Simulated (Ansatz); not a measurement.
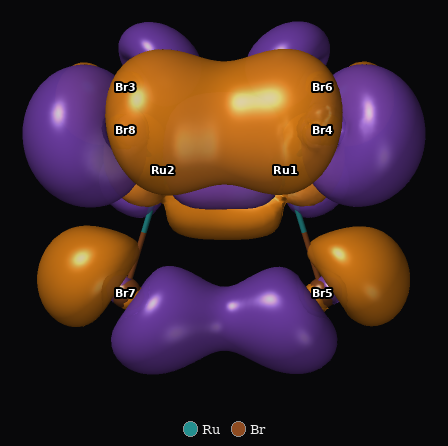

Figure. Br6Ru2 (quintet). The HOMO (β) at ±0.05 Å⁻³ᐟ² (orange and purple are the two phases), seen from one side.

Geometry: PBE-D4/def2-SVP; core potentials replace the inner electrons of Ru.

All numbers below come from UKS PBE0-D4/def2-SVP (Ansatz).

Input

```
crystal:
  periodic: [false, false, false]
  atoms:
    - {symbol: Ru, position_ang: [0.608248, 0.903263, 0.215237]}
    - {symbol: Ru, position_ang: [-0.608769, -0.903605, -0.215590]}
    - {symbol: Br, position_ang: [0.848260, -2.475048, -1.229909]}
    - {symbol: Br, position_ang: [-0.379428, 2.689510, -0.991082]}
    - {symbol: Br, position_ang: [0.509657, 1.243628, 2.559548]}
    - {symbol: Br, position_ang: [2.809462, 0.429996, -0.527665]}
    - {symbol: Br, position_ang: [-1.442910, -1.669994, 1.867272]}
    - {symbol: Br, position_ang: [-2.344509, -0.217741, -1.677809]}
basis:
  gaussian: {orbitals: def2-SVP, initial_orbitals: start.molden}
magnetization: {spin_polarized: true, initial_magnetization: 4}
hamiltonian: {xc: pbe0, dispersion: d4}
scf: {omitted_lower_state_checks: [starts]}
output: {orbitals: {seedname: orbitals}}
```

Command:

```sh
ansatz run in.yaml --threads 4 --pin off --events-out ev --progress --plain --max-ram 6963MiB
```

Q: What is the character of this orbital?

A: By Hirshfeld shares it lies mainly on Br4 (about 20 %), Br8 (about 20 %), Ru1 (about 15 %), Ru2 (about 15 %), Br3 (about 5 %), Br5 (about 5 %), Br6 (about 5 %) and Br7 (about 5 %). It is one of a degenerate set, so its orientation is arbitrary. Its energy is −8.37 eV.
